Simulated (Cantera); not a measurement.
Charge: 1 mol HgO, a varied amount of H2, 0.24 mol N2, held at 1152 °C and 12.8 Torr.

Method: chemical equilibrium by Gibbs-energy minimisation in Cantera with the NASA 1993 tables (ideal gas, pure condensed phases). Candidate condensed phases: H2O, Hg, HgO; 25 gas species. Equilibrium is a limit: real reactors are often held back by kinetics, nucleation or transport.

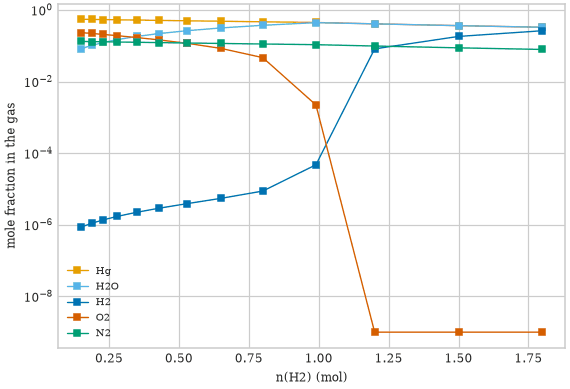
Fig. 1. Equilibrium gas composition (values under 1e-9 drawn at 1e-9)

From 0.15 mol H2 to 1.8 mol H2 nothing is condensed. The main Hg-bearing gas is Hg throughout.
